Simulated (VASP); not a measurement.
# MnS with r2SCAN: from relaxation to properties, part 5 of 6

What structure does MnS take at this level, and what are its properties? The start is a cell from a database of measured crystal structures.

VASP 6.6.1, plane waves and PAW; the level of theory is named at each step.

Still holding for the runs below: The magnetic order is the lowest of the few collinear ones that converged above; longer or canted patterns were not tried. The cell is doubled for it, so bands and modes from the zone boundary of the chemical cell fold onto Γ and the labels are those of the larger cell.

So far, gap on the k-mesh (eV): step 3 (magnetic order: antiferromagnetic, q = (0, 0, 1/2)) 1.83; step 4 (magnetic order: antiferromagnetic, q = (1/2, 1/2, 0)) 0.475; step 6 (full relaxation (r2SCAN)) 1.67; step 7 (second relaxation) 1.74. The relaxed cell has a = 3.651, c = 8.905 Å (conventional setting).

The database entry behind the starting cell differs from later determinations by our own check (an axis about 0.2 % short against later determinations), so it need not match the best structure at ambient conditions.

**10. Total and projected DOS (r2SCAN)**

Level of this step: r2SCAN, spin-polarised from an antiferromagnetic start; plane waves and PAW (Mn_pv, S) (VASP).

Here the states are counted by energy and projected on the atoms. The mesh is finer than in the run before.

File INCAR:

```
SYSTEM = MnS
PREC = Accurate
ENCUT = 400
EDIFF = 1E-06
NELM = 100
ISMEAR = -5
SIGMA = 0.05
LREAL = .FALSE.
ALGO = Normal
METAGGA = R2SCAN
LASPH = .TRUE.
NBANDS = 35
ISPIN = 2
MAGMOM = 4.338 -4.338 0 0
LMAXMIX = 4
LORBIT = 11
LWAVE = .FALSE.
LCHARG = .FALSE.
KPAR = 4
NEDOS = 2001
```

File POSCAR:

```
MnS
1.0
    0.0000000000      2.5814128698      2.5814128698
    2.5814128698      0.0000000000      2.5814128698
    5.1486451450      5.1486451450      0.0141805945
Mn S
2 2
Direct
    0.0000000000      0.0000000000      0.0000000000
    0.0000000000      0.0000000000      0.5000000000
    0.5000000000      0.5000000000      0.2500000000
    0.5000000000      0.5000000000      0.7500000000
```

File KPOINTS:

```
Automatic mesh
0
Gamma
10 10 10
0 0 0
```

Potentials, in the order of the species: Mn_pv and S (PBE family, release 64).

On the command line:

```sh
$ mpirun -np 4 vasp_std
```

Output:

```text
[... set-up lines as in an earlier step ...]
 entering main loop
       N       E                     dE             d eps       ncg     rms          rms(c)
DAV:   1     0.327866429692E+03    0.32787E+03   -0.17715E+04 17248   0.100E+03
DAV:   2    -0.334431804273E+02   -0.36131E+03   -0.34176E+03 16877   0.324E+02
DAV:   3    -0.580891329592E+02   -0.24646E+02   -0.24204E+02 19204   0.945E+01
DAV:   4    -0.585457446365E+02   -0.45661E+00   -0.45541E+00 18064   0.129E+01
DAV:   5    -0.585534971761E+02   -0.77525E-02   -0.77514E-02 18962   0.181E+00    0.162E+01
DAV:   6    -0.497131026536E+02    0.88404E+01   -0.14782E+01 17176   0.393E+01    0.188E+01
DAV:   7    -0.500127654462E+02   -0.29966E+00   -0.17856E+00 17414   0.939E+00    0.113E+01
DAV:   8    -0.499791126373E+02    0.33653E-01   -0.22691E-01 18892   0.525E+00    0.644E+00
DAV:   9    -0.499899784102E+02   -0.10866E-01   -0.10840E-01 18599   0.264E+00    0.107E+00
DAV:  10    -0.499879287954E+02    0.20496E-02   -0.24946E-02 18843   0.157E+00    0.271E-01
DAV:  11    -0.499884887437E+02   -0.55995E-03   -0.17031E-03 18237   0.264E-01    0.113E-01
DAV:  12    -0.499888250748E+02   -0.33633E-03   -0.20879E-04 17929   0.979E-02    0.800E-02
DAV:  13    -0.499888387092E+02   -0.13634E-04   -0.43453E-05 18638   0.380E-02    0.559E-02
DAV:  14    -0.499889463752E+02   -0.10767E-03   -0.96800E-06 17890   0.247E-02    0.213E-02
DAV:  15    -0.499889545669E+02   -0.81917E-05   -0.48629E-06 17772   0.155E-02    0.723E-03
DAV:  16    -0.499889611790E+02   -0.66121E-05   -0.38786E-07  9746   0.404E-03    0.257E-03
DAV:  17    -0.499889585767E+02    0.26023E-05   -0.45959E-08  9426   0.161E-03    0.184E-03
DAV:  18    -0.499889571385E+02    0.14382E-05   -0.16807E-08  9224   0.108E-03    0.470E-04
DAV:  19    -0.499889563450E+02    0.79352E-06   -0.57181E-09  9128   0.503E-04
   1 F= -.49988956E+02 E0= -.49988956E+02  d E =0.000000E+00  mag=    -0.0000
```

The job ended after 7.7 min (4 MPI ranks of AMD EPYC 7R43, shared host; peak memory 1.4 GiB; 31 min of CPU time).

OUTCAR, selected parts (step 10):

```text
   k-points           NKPTS =    116   k-points in BZ     NKDIM =    116   number of bands    NBANDS=     35

   NELECT =      38.0000    total number of electrons

 E-fermi :   6.2964

 spin component 1
 k-point     1 :       0.0000    0.0000    0.0000
  band No.  band energies     occupation
    ...
     15       5.0237      1.00000
     16       5.0237      1.00000
     17       5.0680      1.00000
     18       5.1432      1.00000
     19       5.1432      1.00000
     20       8.6106      0.00000
     21       8.6106      0.00000
     22       8.7157      0.00000
     23       9.9965      0.00000
     24       9.9966      0.00000
    ...

 k-point     2 :       0.1000    0.0000   -0.0000
  band No.  band energies     occupation
    ...
     15       4.3170      1.00000
     16       4.5724      1.00000
     17       4.5759      1.00000
     18       5.5743      1.00000
     19       5.6406      1.00000
     20       8.5466      0.00000
     21       8.7221      0.00000
     22       8.7501      0.00000
     23       9.6426      0.00000
     24       9.6832      0.00000
    ...

  Total       -0.0151070     -0.0151070     -0.0151070     -0.0284558      0.0284558      0.0284558
  in kB       -0.3532237     -0.3532237     -0.3532237     -0.6653378      0.6653378      0.6653378
  external PRESSURE =      -0.3532237 kB  Pullay stress =       0.0000000 kB

 POSITION                                       TOTAL-FORCE (eV/Angst)
 -----------------------------------------------------------------------------------
      0.00000      0.00000      0.00000        -0.000000     -0.000000      0.000000
      2.57432      2.57432      0.00709        -0.000000     -0.000000      0.000000
      2.57787      2.57787      2.58496        -0.000000     -0.000000      0.000000
      5.15219      5.15219      2.59205         0.000000      0.000000     -0.000000
 -----------------------------------------------------------------------------------
    total drift:                                0.000000      0.000000     -0.000000

  FREE ENERGIE OF THE ION-ELECTRON SYSTEM (eV)
  ---------------------------------------------------
  free  energy   TOTEN  =       -49.9889563450 eV

  energy  without entropy=      -49.9889563450  energy(sigma->0) =      -49.98895634

[... 8 parts as in an earlier step ...]

[... 9 further parts left out ...]
```

This step gave:

| Quantity | Value |
| --- | --- |
| irreducible k-points | 116 |
| Fermi energy | 6.296 eV |
| pressure | -0.03532 GPa |
| conduction bottom at k | 0.5, 0, 0 |
| least direct gap at k | 0.5, 0, 0 |
| gap on the k-mesh | 1.670 eV |
| least direct gap on the k-mesh | 2.118 eV |

The density of states has structure finer than the step of the table below, so its rows give means over 1 eV, whole bins alone (the curve runs from -12.0 to 6.40 eV). Peaks (eV: height): total -4.2: 9.68, -2.8: 10.7, -2.6: 7.46, 3.0: 9.79; Mn d -2.8: 7.35, -2.6: 5.96, -2.5: 5.86, 3.0: 7.76; S p -5.4: 1.98, -4.2: 2.21, -2.8: 1.27, -0.8: 1.53; Mn s -5.6: 0.302, -5.4: 0.270, 3.1: 0.278, 5.7: 0.283; Mn p -5.4: 0.223, -4.2: 0.0996, -2.8: 0.101, 5.7: 0.254.

States under -12.0 eV and over 6.4 eV are left out; both spin channels agree and are summed. Density of states against energy, zero at the valence-band top; means over each step; values in states/eV/cell:

```tsv
energy (eV)	total	Mn d	S p	Mn s	Mn p	S s
-8	0	0	0	0	0	0
-7	0.00131	1.0e-4	3.7e-4	1.5e-4	0	2.8e-6
-6	1.62	0.178	0.464	0.140	0.0202	0.0135
-5	2.93	0.530	0.849	0.0994	0.0843	0.0278
-4	5.10	2.09	1.25	0.0374	0.0795	0.0164
-3	4.81	2.98	0.733	0.0326	0.0573	0.0106
-2	3.49	2.04	0.682	0.0355	0.0476	0.0120
-1	3.59	1.80	0.851	0.0355	0.0490	0.0493
0	0.429	0.184	0.134	0.00164	0.00506	0.00509
1	0	0	0	0	0	0
2	2.66	1.88	0.0533	0.0699	0.00706	0.0122
3	6.13	4.65	0.223	0.173	0.0588	0.0533
4	1.71	1.05	0.127	0.100	0.0443	0.0420
5	1.44	0.209	0.112	0.203	0.114	0.0876
```

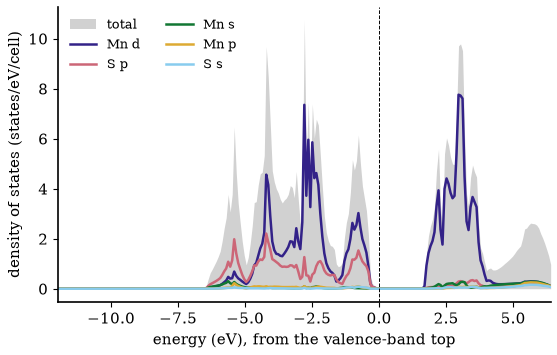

Density of states, plotted against energy.

The gap on this mesh is 1.67 eV. In the top eV of the valence band the largest shares in the PAW spheres are Mn d 48 % and S p 26 %; in the lowest eV of the conduction band, Mn d 71 %. The rest lies in smaller channels or between the spheres.

**11. Independent-particle dielectric function (r2SCAN)**

LOPTICS sums transitions from filled to empty bands. NBANDS is raised for it.

INCAR, as its differences from that of step 10:

```diff
@@ -5,3 +5,3 @@
 NELM = 100
-ISMEAR = -5
+ISMEAR = 0
 SIGMA = 0.05
@@ -11,3 +11,3 @@
 LASPH = .TRUE.
-NBANDS = 35
+NBANDS = 51
 ISPIN = 2
@@ -19,2 +19,4 @@
 KPAR = 4
-NEDOS = 2001
+LOPTICS = .TRUE.
+NEDOS = 1500
+CSHIFT = 0.1
```

POSCAR is that of step 10.

KPOINTS is that of step 10.

On the command line:

```sh
$ mpirun -np 4 vasp_std
```

Output:

```text
[... set-up lines as in an earlier step ...]
 entering main loop
       N       E                     dE             d eps       ncg     rms          rms(c)
DAV:   1     0.336761524482E+03    0.33676E+03   -0.15473E+04 24216   0.689E+02
DAV:   2    -0.288549386797E+02   -0.36562E+03   -0.33832E+03 24062   0.240E+02
DAV:   3    -0.581030080084E+02   -0.29248E+02   -0.28409E+02 27397   0.766E+01
DAV:   4    -0.585491415586E+02   -0.44613E+00   -0.44511E+00 26831   0.948E+00
DAV:   5    -0.585536462566E+02   -0.45047E-02   -0.45040E-02 28474   0.965E-01    0.162E+01
DAV:   6    -0.497608055244E+02    0.87928E+01   -0.82467E+00 26561   0.270E+01    0.186E+01
DAV:   7    -0.500132339858E+02   -0.25243E+00   -0.11154E+00 28803   0.605E+00    0.111E+01
DAV:   8    -0.499803828875E+02    0.32851E-01   -0.16754E-01 28075   0.345E+00    0.633E+00
DAV:   9    -0.499896348914E+02   -0.92520E-02   -0.81807E-02 28894   0.170E+00    0.106E+00
DAV:  10    -0.499881241991E+02    0.15107E-02   -0.15650E-02 27192   0.988E-01    0.312E-01
DAV:  11    -0.499885494942E+02   -0.42530E-03   -0.11053E-03 28150   0.166E-01    0.115E-01
DAV:  12    -0.499889472116E+02   -0.39772E-03   -0.15542E-04 27336   0.681E-02    0.891E-02
DAV:  13    -0.499888394477E+02    0.10776E-03   -0.18037E-05 28074   0.204E-02    0.518E-02
DAV:  14    -0.499889893760E+02   -0.14993E-03   -0.73358E-06 26243   0.150E-02    0.192E-02
DAV:  15    -0.499889624435E+02    0.26932E-04   -0.30325E-06 27024   0.982E-03    0.447E-03
DAV:  16    -0.499889601704E+02    0.22731E-05   -0.46535E-07 15953   0.292E-03    0.239E-03
DAV:  17    -0.499889580365E+02    0.21339E-05   -0.30073E-08 14148   0.100E-03    0.145E-03
DAV:  18    -0.499889572204E+02    0.81608E-06   -0.94228E-09 13690   0.465E-04
   1 F= -.49988957E+02 E0= -.49988957E+02  d E =-.820313E-13  mag=    -0.0000
 optical routines
 imaginary and real dielectric function
 direction            1
 direction            2
 direction            3
```

Run time: 10 min. Hardware: 4 MPI ranks; peak memory 3.2 GiB.

From OUTCAR (step 11):

```text
   k-points           NKPTS =    116   k-points in BZ     NKDIM =    116   number of bands    NBANDS=     51

   NELECT =      38.0000    total number of electrons

 E-fermi :   6.5113

 spin component 1
 k-point     1 :       0.0000    0.0000    0.0000
  band No.  band energies     occupation
    ...
     15       5.0236      1.00000
     16       5.0237      1.00000
     17       5.0680      1.00000
     18       5.1432      1.00000
     19       5.1432      1.00000
     20       8.6106      0.00000
     21       8.6106      0.00000
     22       8.7157      0.00000
     23       9.9965      0.00000
     24       9.9966      0.00000
    ...

 k-point     2 :       0.1000    0.0000   -0.0000
  band No.  band energies     occupation
    ...
     15       4.3170      1.00000
     16       4.5724      1.00000
     17       4.5758      1.00000
     18       5.5743      1.00000
     19       5.6406      1.00000
     20       8.5466      0.00000
     21       8.7221      0.00000
     22       8.7501      0.00000
     23       9.6426      0.00000
     24       9.6832      0.00000
    ...

  Total       -0.0143163     -0.0143163     -0.0143163     -0.0284632      0.0284632      0.0284632
  in kB       -0.3347345     -0.3347345     -0.3347345     -0.6655096      0.6655096      0.6655096
  external PRESSURE =      -0.3347345 kB  Pullay stress =       0.0000000 kB

 POSITION                                       TOTAL-FORCE (eV/Angst)
 -----------------------------------------------------------------------------------
      0.00000      0.00000      0.00000        -0.000000     -0.000000      0.000000
      2.57432      2.57432      0.00709        -0.000000     -0.000000      0.000000
      2.57787      2.57787      2.58496         0.000000      0.000000     -0.000000
      5.15219      5.15219      2.59205         0.000000     -0.000000     -0.000000
 -----------------------------------------------------------------------------------
    total drift:                                0.000000      0.000000     -0.000000

  FREE ENERGIE OF THE ION-ELECTRON SYSTEM (eV)
  ---------------------------------------------------
  free  energy   TOTEN  =       -49.9889572204 eV

  energy  without entropy=      -49.9889572204  energy(sigma->0) =      -49.98895722

 plasma frequency squared (from intraband transitions) (eV^2)
  --------------------------------------------------------------------------------------
       0.000       0.000      -0.000
       0.000       0.000      -0.000
      -0.000      -0.000       0.000

[... 12 parts as in an earlier step ...]

[... 5 further parts left out ...]
```

These are independent-particle spectra without excitons or local fields, and fine structure depends on the mesh and on CSHIFT.

Numbers from this step:

| Quantity | Value |
| --- | --- |
| SCF cycles | 18 |
| bands | 51 |
| Fermi energy | 6.511 eV |
| pressure | -0.03347 GPa |

The imaginary dielectric function, xx has structure finer than the step of the table below, so its rows give means over 2 eV, whole bins alone (the curve runs from 0 to 24.9 eV). Peaks (eV: height): 3.8: 11.8, 6.2: 9.77.

The imaginary dielectric function, xx by photon energy; means over each step:

```tsv
photon energy (eV)	imaginary dielectric function, xx
2	1.82
4	8.91
6	7.74
8	5.23
10	4.18
12	3.00
14	1.43
16	0.794
18	0.537
20	0.381
22	0.322
```

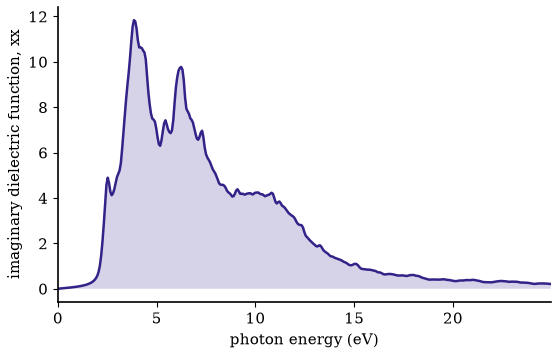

Imaginary dielectric function, xx against photon energy.

Real dielectric function, xx against photon energy:

```tsv
photon energy (eV)	real dielectric function, xx
0	8.55
1	8.98
2	11.3
3	11.5
4	6.32
5	2.98
6	4.21
7	0.00234
8	-0.657
9	0.0942
10	-0.222
11	-1.15
12	-1.64
13	-1.53
14	-1.22
15	-0.851
16	-0.667
17	-0.419
18	-0.260
19	-0.109
20	0.00505
21	0.110
22	0.222
23	0.235
24	0.257
```

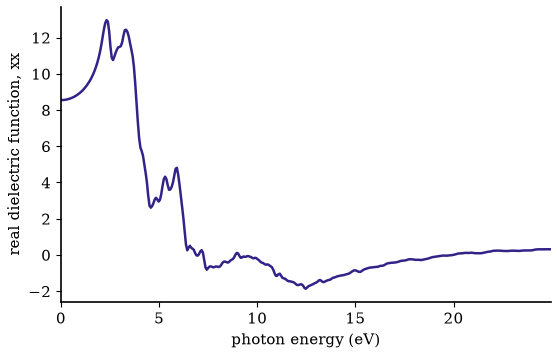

Real dielectric function, xx against photon energy.

**12. Optical spectrum (r2SCAN)**

LOPTICS sums transitions from filled to empty bands.

INCAR is that of step 11.

POSCAR is that of step 11.

File KPOINTS:

```
Automatic mesh
0
Gamma
9 9 9
0 0 0
```

On the command line:

```sh
$ mpirun -np 4 vasp_std
```

Output:

```text
[... set-up lines as in an earlier step ...]
 entering main loop
       N       E                     dE             d eps       ncg     rms          rms(c)
DAV:   1     0.334723384410E+03    0.33472E+03   -0.15516E+04 17852   0.690E+02
DAV:   2    -0.291825681812E+02   -0.36391E+03   -0.33707E+03 17604   0.240E+02
DAV:   3    -0.581091108659E+02   -0.28927E+02   -0.28113E+02 20189   0.763E+01
DAV:   4    -0.585491445061E+02   -0.44003E+00   -0.43902E+00 19656   0.940E+00
DAV:   5    -0.585536187461E+02   -0.44742E-02   -0.44735E-02 21032   0.961E-01    0.162E+01
DAV:   6    -0.497605254017E+02    0.87931E+01   -0.82630E+00 19535   0.269E+01    0.185E+01
DAV:   7    -0.500132023171E+02   -0.25268E+00   -0.11173E+00 21048   0.605E+00    0.111E+01
DAV:   8    -0.499803624997E+02    0.32840E-01   -0.16790E-01 20664   0.345E+00    0.633E+00
DAV:   9    -0.499896367166E+02   -0.92742E-02   -0.82048E-02 20954   0.170E+00    0.107E+00
DAV:  10    -0.499881164284E+02    0.15203E-02   -0.15647E-02 19891   0.991E-01    0.312E-01
DAV:  11    -0.499885339490E+02   -0.41752E-03   -0.10962E-03 20631   0.166E-01    0.115E-01
DAV:  12    -0.499889346230E+02   -0.40067E-03   -0.15574E-04 20051   0.682E-02    0.892E-02
DAV:  13    -0.499888260801E+02    0.10854E-03   -0.18098E-05 20471   0.205E-02    0.519E-02
DAV:  14    -0.499889766589E+02   -0.15058E-03   -0.73576E-06 19263   0.150E-02    0.193E-02
DAV:  15    -0.499889497713E+02    0.26888E-04   -0.30506E-06 19767   0.987E-03    0.449E-03
DAV:  16    -0.499889472859E+02    0.24854E-05   -0.47003E-07 11777   0.294E-03    0.239E-03
DAV:  17    -0.499889451612E+02    0.21246E-05   -0.30228E-08 10574   0.999E-04    0.146E-03
DAV:  18    -0.499889443244E+02    0.83685E-06   -0.94955E-09 10096   0.466E-04
   1 F= -.49988944E+02 E0= -.49988944E+02  d E =-.359286E-14  mag=    -0.0000
 optical routines
 imaginary and real dielectric function
 direction            1
 direction            2
 direction            3
```

Elapsed: 7 min, on 4 MPI ranks; peak memory 2.6 GiB; 28 min of CPU time.

From OUTCAR (step 12):

```text
   k-points           NKPTS =     85   k-points in BZ     NKDIM =     85   number of bands    NBANDS=     51

   NELECT =      38.0000    total number of electrons

 E-fermi :   6.5119

 spin component 1
 k-point     1 :       0.0000    0.0000    0.0000
  band No.  band energies     occupation
    ...
     15       5.0237      1.00000
     16       5.0237      1.00000
     17       5.0681      1.00000
     18       5.1432      1.00000
     19       5.1432      1.00000
     20       8.6106      0.00000
     21       8.6106      0.00000
     22       8.7157      0.00000
     23       9.9965      0.00000
     24       9.9966      0.00000
    ...

 k-point     2 :       0.1111    0.0000   -0.0000
  band No.  band energies     occupation
    ...
     15       4.2141      1.00000
     16       4.5021      1.00000
     17       4.5281      1.00000
     18       5.6166      1.00000
     19       5.6833      1.00000
     20       8.5293      0.00000
     21       8.7472      0.00000
     22       8.7607      0.00000
     23       9.6122      0.00000
     24       9.6300      0.00000
    ...

  Total       -0.0136604     -0.0136604     -0.0136604     -0.0286329      0.0286329      0.0286329
  in kB       -0.3193997     -0.3193997     -0.3193997     -0.6694791      0.6694791      0.6694791
  external PRESSURE =      -0.3193997 kB  Pullay stress =       0.0000000 kB

 POSITION                                       TOTAL-FORCE (eV/Angst)
 -----------------------------------------------------------------------------------
      0.00000      0.00000      0.00000        -0.000000     -0.000000      0.000000
      2.57432      2.57432      0.00709        -0.000000     -0.000000      0.000000
      2.57787      2.57787      2.58496         0.000000      0.000000     -0.000000
      5.15219      5.15219      2.59205        -0.000000      0.000000     -0.000000
 -----------------------------------------------------------------------------------
    total drift:                                0.000000      0.000000     -0.000000

  FREE ENERGIE OF THE ION-ELECTRON SYSTEM (eV)
  ---------------------------------------------------
  free  energy   TOTEN  =       -49.9889443244 eV

  energy  without entropy=      -49.9889443244  energy(sigma->0) =      -49.98894432

[... 9 parts as in an earlier step ...]

[... 9 further parts left out ...]
```

Numbers from this step:

```yaml
irreducible_k_points: 85
fermi_energy: 6.512 eV
pressure: -0.03194 GPa
valence_top_at_k: 0, 0, 0.4444
conduction_bottom_at_k: 0.4444, 0.4444, 0
least_direct_gap_at_k: 0.4444, 0, 0
gap_on_the_k_mesh: 1.713 eV
least_direct_gap_on_the_k_mesh: 2.139 eV
```

The imaginary dielectric function, xx has structure finer than the step of the table below, so its rows give means over 2 eV, whole bins alone (the curve runs from 0 to 24.9 eV). Peaks (eV: height): 4.0: 12.3, 6.1: 9.63.

The imaginary dielectric function, xx by photon energy; means over each step:

```tsv
photon energy (eV)	imaginary dielectric function, xx
2	1.84
4	8.90
6	7.74
8	5.25
10	4.20
12	3.00
14	1.42
16	0.788
18	0.541
20	0.380
22	0.321
```

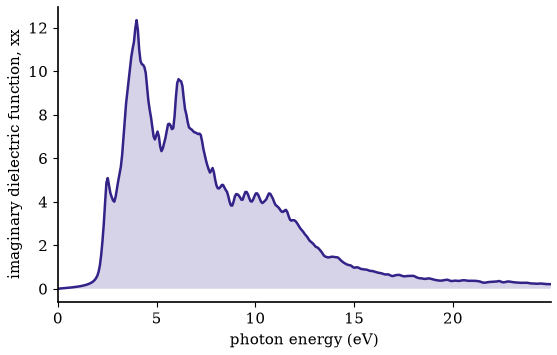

Imaginary dielectric function, xx, plotted against photon energy.

(Part 5 of 6 ends here.)

[Lines on the potential files, build, host, timing and source positions are cut from VASP's logs without a mark.]

[Logs are printed without paths, hosts, clocks, repeated set-up lines and the standing remarks that a program may print on its own settings, such as how far it seeks lower states.]

[Hosts, paths, dates, database ids (printed as entryN), source tags and the programs' standing remarks are cut or masked in the printed files.]

[A measured line is paired with the nearest computed mode of its activity, which favours agreement.]

[In band tables of VASP the shares of atoms and orbitals are scaled to a sum of 1 inside the atoms' spheres.]
